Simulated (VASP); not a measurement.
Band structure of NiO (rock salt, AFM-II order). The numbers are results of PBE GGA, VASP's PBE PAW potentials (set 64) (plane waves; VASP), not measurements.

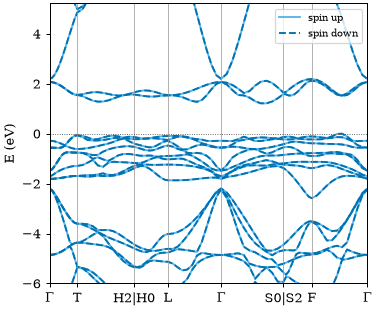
Bands along high-symmetry lines, zero at the valence-band maximum or, without a gap, the Fermi level

Q: Read the plot: is there a gap, and where are the band edges?

A: The gap is indirect, 1.22 eV, from the valence maximum at F-Γ at 0.55 to the conduction minimum at Γ-S0 at 0.73. (Edges off the drawn lines would not show.)

The compound is NiO in the rock salt, AFM-II order structure. It was relaxed first.
